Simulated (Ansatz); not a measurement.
## Response to strain in InSb

Start from InSb in the zinc blende structure (space group F-43m, No. 216; a = 6.635 Å).

Strains are applied to the cell and any free atomic positions relax.

All numbers come from PBE/PAW in Ansatz (a first-principles code), no SOC.

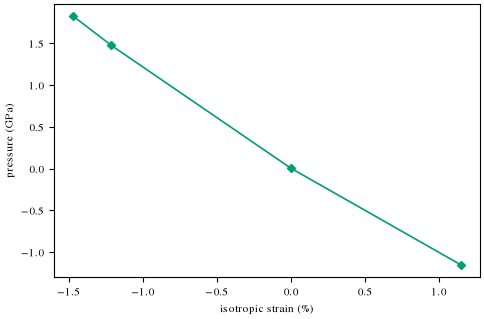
*Pressure against isotropic strain*

### Question
From the plot, what is the pressure for isotropic strain −1.21 %?

### Answer
About 1.5 GPa.

### Question
Is the trend monotonic over the range shown?

### Answer
Yes, it falls throughout, spanning -1.2 GPa to 1.8 GPa.

Stability against distortions was not tested. The final runs are not spin-polarised.
